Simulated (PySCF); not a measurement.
C$_{4}$H$_{6}$Al, charge −1, SMILES `C#C/C=[CH]\[AlH3-]`.

Computed with PySCF, M06-2X/aug-cc-pVDZ, geometry: GFN2-xTB. No frequency check shows the geometry to be a minimum.

Cartesian coordinates (Å):

```
C1       2.4486    0.9428    0.0003
C2       1.6587    0.0354   -0.0003
C3       0.8389   -1.1120   -0.0005
C4      -0.5011   -1.0536    0.0007
Al5     -1.8173    0.5201    0.0000
H6       3.0682    1.7903    0.0013
H7       1.4083   -2.0520   -0.0007
H8      -0.9701   -2.0526    0.0010
H9      -1.6349    1.4268   -1.3255
H10     -3.2815   -0.1797    0.0014
H11     -1.6357    1.4303    1.3208
```

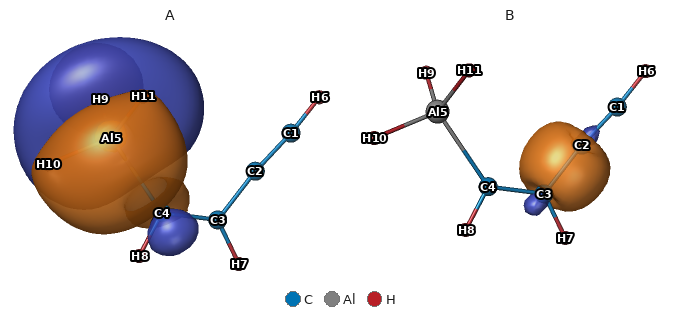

Intrinsic bond orbitals (IBO), occupied and valence-virtual; each surface holds about 85 % of the orbital's density. Energies are diagonal elements of the Fock matrix.

What does each orbital represent in a Lewis picture?

Answer. By panel:
- A: σ* orbital Al5–H9 (Al5 62 %, H9 37 %; 11.4 eV)
- B: σ bond C2–C3 (C2 53 %, C3 47 %; −15.0 eV)
